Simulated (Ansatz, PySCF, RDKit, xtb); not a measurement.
# C3H4F4Si: ranking a sample of isomers, part 2 of 2

Which of a sample of isomers of C3H4F4Si is the most stable in the gas at 298.15 K, and what are its properties? The sample is small against all isomers, and the most stable one of this formula need not be in it.

xtb, Ansatz and PySCF; isolated molecules. Earlier steps stand in the parts before.

## (11) c406a at CCSD(T)/def2-SVP

input.yaml

```yaml
crystal:
  periodic: [false, false, false]
  atoms:
    - {symbol: C, position_ang: [-1.146149, 0.252739, 3.014951]}
    - {symbol: C, position_ang: [-0.474972, 0.984965, 2.132633]}
    - {symbol: C, position_ang: [-1.052357, 1.915534, 1.109318]}
    - {symbol: F, position_ang: [0.864921, 0.941640, 2.034924]}
    - {symbol: F, position_ang: [-2.405613, 2.124708, 1.360136]}
    - {symbol: F, position_ang: [0.570647, 0.860826, -1.006465]}
    - {symbol: F, position_ang: [-1.459176, 2.344375, -1.680769]}
    - {symbol: Si, position_ang: [-0.964457, 1.205211, -0.649429]}
    - {symbol: H, position_ang: [-0.618482, -0.399660, 3.711905]}
    - {symbol: H, position_ang: [-2.232537, 0.322049, 3.049542]}
    - {symbol: H, position_ang: [-0.518138, 2.882744, 1.162737]}
    - {symbol: H, position_ang: [-1.801508, 0.000858, -0.799880]}
basis:
  gaussian:
    orbitals: def2-SVP
correlation:
  method: ccsd_t
  frozen_orbitals: {Si: 5, C: 1, F: 1, H: 0}
```

On the command line:

```console
$ ansatz run input.yaml --threads 4 --pin off --max-ram 7830MiB --events-out events.jsonl --progress --plain --runs-dir runs
```

Standard output, cut to the lines that bear on the results:

```text
Warning: RAYON_NUM_THREADS=4 ignored (pool sized by the plan → 4); use --threads N
Functional definition: HF
  name "HF"
[...]
1321 factors; integrals over basis functions are off by at most 1.6e-3 eV
[...]
mean field -21829.15819735 eV, -802.2067674177 hartree, gradient 2.5e-6 eV, S^2 0.000000; 0 other end points of the search recorded, 0 dependent functions left out
12 core orbitals not correlated: weight in the atoms' cores, before any rotation towards them, 1.000 or more for the frozen orbitals, at most 0.000 for the correlated occupied ones
reference -21829.15819735 eV, -802.2067674177 hartree; 24, 24 occupied and 100, 100 virtual orbitals, 1321 factors
second order -33.21647874 eV of doubles, -0.00000000 eV of singles
cycle   1  -33.46744696 eV  change   -2.5e-1 eV  update   1.3e-1
[...]
cycle   9  -34.40750777 eV  change    2.1e-6 eV  update   2.3e-5
perturbative correction -0.80330078 eV, -0.0295207593 hartree
Total energy: -21864.36900590 eV, -803.5007407653 hartree
```

Wall time 23 s (4 threads of Arm Neoverse V2, shared host); peak memory 1.1 GiB.

## (12) The ranking

Energies in kcal/mol from c792a; G adds the thermal terms to the CCSD(T)/def2-SVP + MP2/def2-TZVPP - MP2/def2-SVP energy. The columns left of the relaxed level are at the tight-binding geometries.

```
 label                   SMILES     spin  r2SCAN-D4/def2-SVP  B3LYP-D3(BJ)/def2-SVP  HF/def2-SVP  MP2/def2-SVP  CCSD(T)/def2-SVP + MP2/def2-TZVPP - MP2/def2-SVP     G  share at equilibrium     T1
 c792a       F/C=C\C[Si](F)(F)F  singlet                 0.0                    0.0          0.0           0.0                                               0.0   0.0               100.0 %  0.012
 c406a  C=C(F)[C@H](F)[SiH](F)F  singlet                57.3                   55.4         58.3          61.8                                              63.1  61.0               < 0.1 %  0.012
c792at       F/C=C\C[Si](F)(F)F  triplet                97.8                   63.6         44.3          69.9                                              68.8  65.4               < 0.1 %  0.014
```

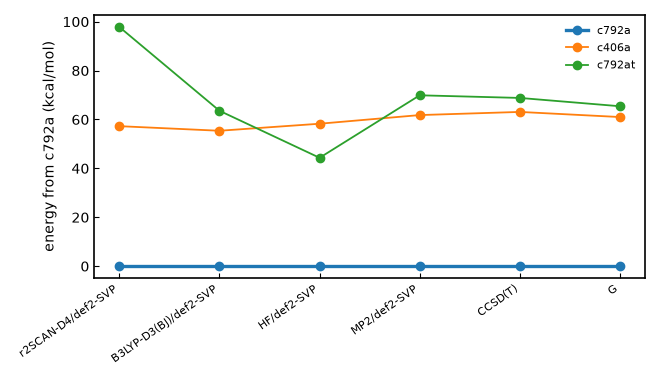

The finalists at each level, measured from c792a.

Lowest found: c792a, `F/C=C\C[Si](F)(F)F`, a singlet. Bond lengths: C1–C2 1.332 Å, C2–C3 1.503 Å, C1–F4 1.340 Å, C3–Si8 1.850 Å, F5–Si8 1.608 Å, F6–Si8 1.609 Å, F7–Si8 1.606 Å, C1–H9 1.093 Å, C2–H10 1.093 Å, C3–H11 1.102 Å, C3–H12 1.103 Å. Some angles: C1–C2–C3 123.8°, C2–C1–F4 121.8°, C2–C3–Si8 110.4°, C3–Si8–F5 112.2°, C3–Si8–F6 110.9°, C3–Si8–F7 111.8°, F5–Si8–F6 107.2°, F5–Si8–F7 107.3°, F6–Si8–F7 107.2°, C1–C2–H10 117.2°.

```xyz
12

C    -0.9878    1.5680    1.9419
C    -2.0062    1.5943    1.0834
C    -2.8688    0.4031    0.7719
F    -0.6774    0.4638    2.6351
F    -3.2524   -1.6315   -1.2197
F    -2.1925    0.6012   -1.9922
F    -0.8104   -1.0637   -0.5752
Si   -2.2764   -0.4368   -0.7662
H    -0.3331    2.4125    2.1712
H    -2.1824    2.5290    0.5455
H    -2.8398   -0.3299    1.5940
H    -3.9218    0.6960    0.6260
```

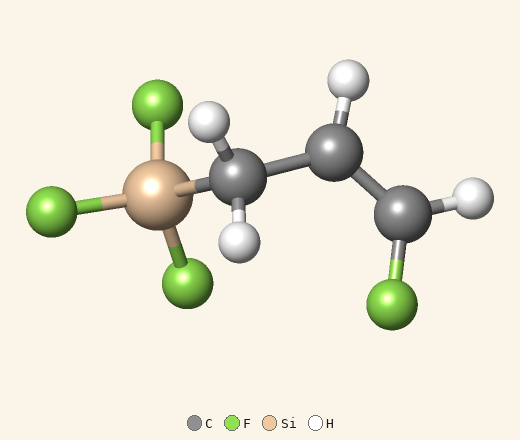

The lowest structure found, seen from a chosen angle (carbon grey, fluorine green, silicon light orange, hydrogen white).

## (13) Density, orbitals and dipole (PBE0/def2-SVPD)

input.yaml

```yaml
basis:
  gaussian: {orbitals: def2-SVPD}
crystal:
  periodic: [false, false, false]
  atoms:
    - {symbol: C, position_ang: [-0.987821, 1.567964, 1.941922]}
    - {symbol: C, position_ang: [-2.006186, 1.594349, 1.083352]}
    - {symbol: C, position_ang: [-2.868830, 0.403125, 0.771887]}
    - {symbol: F, position_ang: [-0.677394, 0.463797, 2.635122]}
    - {symbol: F, position_ang: [-3.252364, -1.631524, -1.219687]}
    - {symbol: F, position_ang: [-2.192492, 0.601212, -1.992206]}
    - {symbol: F, position_ang: [-0.810413, -1.063740, -0.575211]}
    - {symbol: Si, position_ang: [-2.276449, -0.436813, -0.766234]}
    - {symbol: H, position_ang: [-0.333060, 2.412501, 2.171242]}
    - {symbol: H, position_ang: [-2.182411, 2.528961, 0.545456]}
    - {symbol: H, position_ang: [-2.839781, -0.329948, 1.594020]}
    - {symbol: H, position_ang: [-3.921846, 0.696005, 0.625989]}
hamiltonian: {xc: pbe0}
output: {forces: true, orbitals: {seedname: orbitals}}
```

On the command line:

```console
$ ansatz run input.yaml --threads 4 --pin off --max-ram 7830MiB --events-out events.jsonl --progress --plain --runs-dir runs
```

Standard output, cut to the lines that bear on the results:

```text
Warning: RAYON_NUM_THREADS=4 ignored (pool sized by the plan → 4); use --threads N
Functional definition: PBE0
  name "PBE0"
[...]
1748 factors; their error is unknown
[...]
mean field -21896.40480743 eV, -804.6780347566 hartree, gradient 5.9e-5 eV, S^2 0.000000; 0 other end points of the search recorded, 0 dependent functions left out
[...]
reference -21896.40484993 eV, -804.6780363187 hartree; 36, 36 occupied and 172, 172 virtual orbitals, 1748 factors
Total energy: -21896.40484993 eV, -804.6780363187 hartree
Atom 0 at    -0.987821     1.567964     1.941922 Å, force    -0.047616     0.088761     0.009926 eV/Å
Atom 1 at    -2.006186     1.594349     1.083352 Å, force     0.049721    -0.215679     0.032416 eV/Å
Atom 2 at    -2.868830     0.403125     0.771887 Å, force     0.046955     0.099729     0.025230 eV/Å
Atom 3 at    -0.677394     0.463797     2.635122 Å, force    -0.040265     0.118622    -0.073445 eV/Å
Atom 4 at    -3.252364    -1.631524    -1.219687 Å, force    -0.065056    -0.105655    -0.059695 eV/Å
Atom 5 at    -2.192492     0.601212    -1.992206 Å, force     0.004405     0.056247    -0.131446 eV/Å
Atom 6 at    -0.810413    -1.063740    -0.575211 Å, force     0.101972    -0.057942    -0.022261 eV/Å
Atom 7 at    -2.276449    -0.436813    -0.766234 Å, force    -0.101082     0.122452     0.247949 eV/Å
Atom 8 at    -0.333060     2.412501     2.171242 Å, force    -0.049134    -0.083422    -0.017976 eV/Å
Atom 9 at    -2.182411     2.528961     0.545456 Å, force     0.031926    -0.025207     0.064806 eV/Å
Atom 10 at    -2.839781    -0.329948     1.594020 Å, force    -0.001106     0.017076    -0.060900 eV/Å
Atom 11 at    -3.921846     0.696005     0.625989 Å, force     0.069280    -0.014983    -0.014605 eV/Å
Dipole moment:    -0.226507     0.457054     0.306748 e Å
```

It took 4.5 s on 4 threads of Arm Neoverse V2, shared host; peak memory 0.71 GiB.

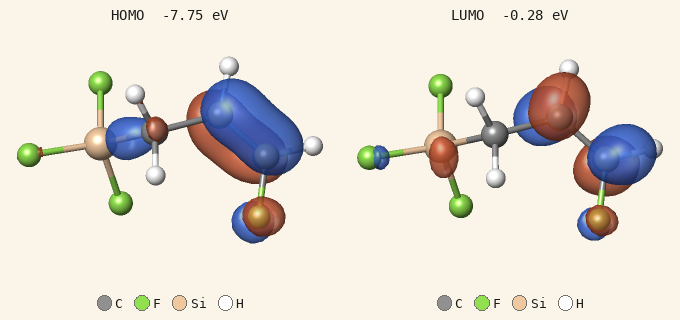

Frontier orbitals of this run, surfaces at ±0.2 Å^-3/2.

## (14) Electronic excitations (TD-PBE0/def2-SVPD)

An in-house driver calls PySCF's response routines at TD-PBE0/def2-SVPD; it has no typed input.

Standard output:

```text
coarse grid: 11712 points
cycle   1  E = -804.4502747725  dE =  8.225e-01  |g| = 8.484e-01  |ddm| = 5.135e+00
cycle   2  E = -804.3354689610  dE =  1.148e-01  |g| = 1.216e+00  |ddm| = 2.177e+00
cycle   3  E = -804.5755820142  dE = -2.401e-01  |g| = 6.543e-02  |ddm| = 1.051e+00
cycle   4  E = -804.5763508798  dE = -7.689e-04  |g| = 2.588e-02  |ddm| = 1.274e-01
cycle   5  E = -804.5765108695  dE = -1.600e-04  |g| = 7.311e-03  |ddm| = 4.009e-02
cycle   6  E = -804.5765202321  dE = -9.363e-06  |g| = 3.895e-03  |ddm| = 1.583e-02
cycle   7  E = -804.5765239357  dE = -3.704e-06  |g| = 4.514e-04  |ddm| = 5.181e-03
final grid: 113456 points
cycle   8  E = -804.6780850317  dE = -2.691e-05  |g| = 5.880e-03  |ddm| = 8.511e-02
cycle   9  E = -804.6780801340  dE =  4.898e-06  |g| = 7.825e-03  |ddm| = 1.607e-02
cycle  10  E = -804.6780931444  dE = -1.301e-05  |g| = 1.010e-03  |ddm| = 8.336e-03
cycle  11  E = -804.6780933456  dE = -2.013e-07  |g| = 1.822e-04  |ddm| = 1.241e-03
cycle  12  E = -804.6780933515  dE = -5.911e-09  |g| = 9.467e-05  |ddm| = 3.460e-04
cycle  13  E = -804.6780933536  dE = -2.094e-09  |g| = 1.947e-05  |ddm| = 1.390e-04
cycle  14  E = -804.6780933537  dE = -8.663e-11  |g| = 3.952e-06  |ddm| = 3.368e-05
converged SCF energy = -804.6780933537

Static polarisability (au): isotropic 59.105, principal 50.357 54.414 72.545

Singlet excitations
state   eV       nm        f      main configurations
  1   6.6770    185.7   0.00080   H->L+1 0.94
  2   7.1353    173.8   0.37657   H->L 0.92
  3   7.5229    164.8   0.02966   H->L+2 0.89
  4   7.9324    156.3   0.00270   H->L+3 0.76, H->L+5 0.16
  5   8.1150    152.8   0.00805   H->L+5 0.75, H->L+3 0.13
  6   8.1796    151.6   0.00732   H->L+4 0.89
  7   8.3777    148.0   0.05637   H->L+6 0.89
  8   8.7648    141.5   0.00266   H-1->L 0.56, H->L+7 0.23, H-2->L 0.15

Triplet excitations (Tamm-Dancoff, eV): 4.2482 6.5106 7.3663
```

It took 11 s on 4 threads of Arm Neoverse V2, shared host; peak memory 0.95 GiB.

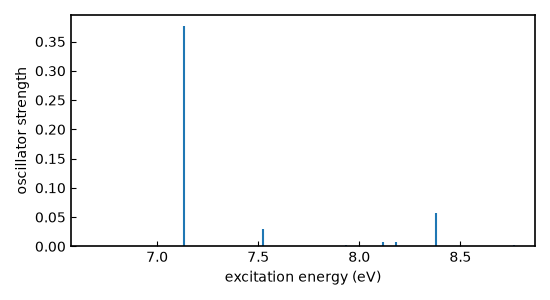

Vertical excitations as sticks.

The roots found:

```
excited state  energy (eV)  strength
            1        6.677    0.0008
            2        7.135    0.3766
            3        7.523    0.0297
            4        7.932    0.0027
            5        8.115    0.0080
            6        8.180    0.0073
            7        8.378    0.0564
            8        8.765    0.0027
```

## (15) NMR shieldings (GIAO PBE0/pcSseg-1)

An in-house driver calls PySCF's response routines at GIAO PBE0/pcSseg-1; it has no typed input.

Standard output:

```text
coarse grid: 11712 points
cycle   1  E = -804.8678763409  dE =  8.763e-01  |g| = 9.313e-01  |ddm| = 3.199e+00
cycle   2  E = -804.7479996989  dE =  1.199e-01  |g| = 1.330e+00  |ddm| = 1.319e+00
cycle   3  E = -805.0065710931  dE = -2.586e-01  |g| = 6.320e-02  |ddm| = 7.693e-01
cycle   4  E = -805.0072548027  dE = -6.837e-04  |g| = 2.898e-02  |ddm| = 6.734e-02
cycle   5  E = -805.0074421732  dE = -1.874e-04  |g| = 7.946e-03  |ddm| = 2.574e-02
cycle   6  E = -805.0074526870  dE = -1.051e-05  |g| = 4.067e-03  |ddm| = 9.155e-03
cycle   7  E = -805.0074564559  dE = -3.769e-06  |g| = 5.107e-04  |ddm| = 3.615e-03
final grid: 113456 points
cycle   8  E = -805.0765531846  dE = -3.805e-05  |g| = 6.009e-03  |ddm| = 1.862e-02
cycle   9  E = -805.0765492566  dE =  3.928e-06  |g| = 7.690e-03  |ddm| = 9.573e-03
cycle  10  E = -805.0765612887  dE = -1.203e-05  |g| = 1.058e-03  |ddm| = 5.490e-03
cycle  11  E = -805.0765614684  dE = -1.797e-07  |g| = 2.535e-04  |ddm| = 9.995e-04
cycle  12  E = -805.0765614797  dE = -1.125e-08  |g| = 9.955e-05  |ddm| = 2.531e-04
cycle  13  E = -805.0765614818  dE = -2.171e-09  |g| = 2.657e-05  |ddm| = 8.304e-05
cycle  14  E = -805.0765614820  dE = -1.501e-10  |g| = 4.377e-06  |ddm| = 2.012e-05
converged SCF energy = -805.0765614820

GIAO shielding tensors (ppm)
atom      isotropic    diamagn.    paramagn.     s11        s22        s33       span
  0 C       23.749     247.687    -223.938    -76.678     67.364     80.562    157.240
  1 C       78.513     264.107    -185.594    -25.766    105.058    156.248    182.014
  2 C      176.278     255.757     -79.478    158.199    183.203    187.433     29.234
  3 F      285.036     476.600    -191.564    181.122    250.825    423.162    242.040
  4 F      314.823     467.277    -152.454    255.779    288.261    400.430    144.652
  5 F      316.935     471.218    -154.283    261.088    291.993    397.724    136.635
  6 F      320.445     474.924    -154.479    261.710    298.305    401.320    139.610
  7 Si     405.569     878.291    -472.723    373.588    394.841    448.277     74.689
  8 H       24.469      29.093      -4.624     21.667     24.474     27.265      5.599
  9 H       26.509      32.042      -5.533     24.294     26.240     28.993      4.699
 10 H       28.906      30.231      -1.324     24.683     28.284     33.752      9.070
 11 H       29.837      25.483       4.354     25.100     27.676     36.735     11.635
```

Run time: 5.7 s. Hardware: 4 threads of Arm Neoverse V2, shared host; peak memory 1.1 GiB.

Isotropic shieldings, averaged over atoms that the bond graph makes equivalent (absolute, not shifts):

```
     atoms  shielding (ppm)
        C1             23.7
        C2             78.5
        C3            176.3
        F4            285.0
F5, F6, F7            317.4
       Si8            405.6
        H9            24.47
       H10            26.51
  H11, H12            29.37
```

## (16) The cation at the same geometry (PBE0/def2-SVPD)

input.yaml, as its differences from that of step 13:

```diff
@@ -1,3 +1 @@
-basis:
-  gaussian: {orbitals: def2-SVPD}
 crystal:
@@ -17,3 +15,6 @@
     - {symbol: H, position_ang: [-3.921846, 0.696005, 0.625989]}
+basis:
+  gaussian: {orbitals: def2-SVPD}
+total_charge: 1
+magnetization: {spin_polarized: true, initial_magnetization: 1}
 hamiltonian: {xc: pbe0}
-output: {forces: true, orbitals: {seedname: orbitals}}
```

On the command line:

```console
$ ansatz run input.yaml --threads 4 --pin off --max-ram 7830MiB --events-out events.jsonl --progress --plain --runs-dir runs
```

Standard output:

```text
Warning: RAYON_NUM_THREADS=4 ignored (pool sized by the plan → 4); use --threads N
[... 2 set-up lines as earlier in the session ...]
  parameter a = 0.25
  parameter kappa = 0.804
  parameter beta = 0.06672455060314922
  exchange = (1 - a)*pbe_x(kappa = kappa, mu = beta*pi^2/3) + a*exact_x
  correlation = pbe_c(beta = beta)
1748 factors; their error is unknown
mean field evaluation 1: about -21875.1871 eV, gradient 5.8e1 eV
mean field evaluation 2: about -21863.4704 eV, gradient 8.5e1 eV
mean field evaluation 4: about -21886.2937 eV, gradient 2.5e0 eV
mean field evaluation 8: about -21886.3256 eV, gradient 1.5e-1 eV
mean field evaluation 16: about -21886.4407 eV, gradient 8.1e-4 eV
mean field -21886.44067790 eV, -804.3118597506 hartree, gradient 6.3e-5 eV, S^2 0.752268; 0 other end points of the search recorded, 0 dependent functions left out
reference -21886.44072288 eV, -804.3118614034 hartree; 36, 35 occupied and 172, 173 virtual orbitals, 1748 factors
Total energy: -21886.44072288 eV, -804.3118614034 hartree
```

Run time: 6 s. Hardware: 4 threads of Arm Neoverse V2, shared host; peak memory 0.92 GiB.

Difference from the parent: 9.96 eV.

## (17) The anion at the same geometry (PBE0/def2-SVPD)

input.yaml, as its differences from that of step 16:

```diff
@@ -16,5 +16,11 @@
 basis:
-  gaussian: {orbitals: def2-SVPD}
-total_charge: 1
-magnetization: {spin_polarized: true, initial_magnetization: 1}
-hamiltonian: {xc: pbe0}
+  gaussian:
+    orbitals: def2-SVPD
+total_charge: -1
+magnetization:
+  spin_polarized: true
+  initial_magnetization: 1
+hamiltonian:
+  xc: pbe0
+scf:
+  lower_state_search: off
```

On the command line:

```console
$ ansatz run input.yaml --threads 4 --pin off --max-ram 7830MiB --events-out events.jsonl --progress --plain --runs-dir runs
```

Standard output, cut to the lines that bear on the results:

```text
Warning: RAYON_NUM_THREADS=4 ignored (pool sized by the plan → 4); use --threads N
[... 2 set-up lines as earlier in the session ...]
[...]
1748 factors; their error is unknown
[...]
mean field -21895.12286876 eV, -804.6309243797 hartree, gradient 8.0e-6 eV, S^2 0.750293; 0 other end points of the search recorded, 0 dependent functions left out
reference -21895.12290674 eV, -804.6309257753 hartree; 37, 36 occupied and 171, 172 virtual orbitals, 1748 factors
Total energy: -21895.12290674 eV, -804.6309257753 hartree
Checks for a lower state left out: stability, starts, cluster_reference, orbital_swaps, neighbouring_geometries, increment
```

It took 7.5 s on 4 threads of Arm Neoverse V2, shared host; peak memory 0.82 GiB.

Parent less the species with the added electron: -1.28 eV. The extra electron isn't bound at this geometry, so the number measures the basis, not the molecule.

## (18) The triplet at the same geometry (PBE0/def2-SVPD)

input.yaml, as its differences from that of step 17:

```diff
@@ -18,9 +18,6 @@
     orbitals: def2-SVPD
-total_charge: -1
 magnetization:
   spin_polarized: true
-  initial_magnetization: 1
+  initial_magnetization: 2
 hamiltonian:
   xc: pbe0
-scf:
-  lower_state_search: off
```

On the command line:

```console
$ ansatz run input.yaml --threads 4 --pin off --max-ram 7830MiB --events-out events.jsonl --progress --plain --runs-dir runs
```

Standard output, cut to the lines that bear on the results:

```text
Warning: RAYON_NUM_THREADS=4 ignored (pool sized by the plan → 4); use --threads N
[... 7 set-up lines as earlier in the session ...]
1748 factors; their error is unknown
mean field evaluation 1: about -21884.8221 eV, gradient 4.4e1 eV
mean field evaluation 2: about -21881.3292 eV, gradient 5.6e1 eV
mean field evaluation 4: about -21892.0514 eV, gradient 2.2e0 eV
mean field evaluation 8: about -21892.0775 eV, gradient 1.3e-1 eV
mean field evaluation 16: about -21892.1976 eV, gradient 2.9e-4 eV
mean field -21892.19757962 eV, -804.5234219864 hartree, gradient 2.1e-5 eV, S^2 2.008522; 0 other end points of the search recorded, 0 dependent functions left out
reference -21892.19762228 eV, -804.5234235541 hartree; 37, 35 occupied and 171, 173 virtual orbitals, 1748 factors
Total energy: -21892.19762228 eV, -804.5234235541 hartree
```

It took 6 s on 4 threads of Arm Neoverse V2, shared host; peak memory 0.92 GiB.

It lies 4.21 eV above the singlet.

## (19) What came out

The summary covers parts 1 to 2.

| quantity | value |
| --- | --- |
| lowest structure found | F/C=C\C[Si](F)(F)F, singlet |
| next finalist | C=C(F)[C@H](F)[SiH](F)F, singlet, 61.0 kcal/mol higher in G |
| share at equilibrium, among the finalists | 100.0 % |
| funnel | 9 starts, 9 minima at GFN2-xTB, 6 screening runs, 3 relaxed, 3 ranked |
| CPU time of all runs | 22 min |
| dipole moment (PBE0/def2-SVPD) | 2.86 D |
| HOMO energy (PBE0/def2-SVPD) | -7.75 eV |
| LUMO energy (PBE0/def2-SVPD) | -0.28 eV |
| HOMO–LUMO gap (PBE0/def2-SVPD) | 7.47 eV |
| lowest excitation (TD-PBE0/def2-SVPD) | 6.68 eV (f = 0.001) |
| strongest of the states computed, same level | 7.14 eV (f = 0.377) |
| lowest triplet excitation, same level, Tamm-Dancoff | 4.25 eV |
| vertical ionisation energy | 9.96 eV |
| vertical electron affinity | -1.28 eV (unbound: the value depends on the basis) |
| vertical triplet less singlet | +4.21 eV |

**Reading.** `F/C=C\C[Si](F)(F)F` comes out lowest. The margin of 61.0 kcal/mol over the next finalist is beyond the usual error of the last level; it says nothing of structures that weren't ranked. r2SCAN-D4/def2-SVP, B3LYP-D3(BJ)/def2-SVP, HF/def2-SVP and MP2/def2-SVP already put its bonding pattern lowest among the structures in one piece. The largest share of the time went into the final energies (51 %). The search is not exhaustive (a finite list of starts, one conformer a finalist), so a lower isomer can't be ruled out. Only 5 drawn patterns were tried, so whole families of isomers are missing, and the result ranks this sample alone.
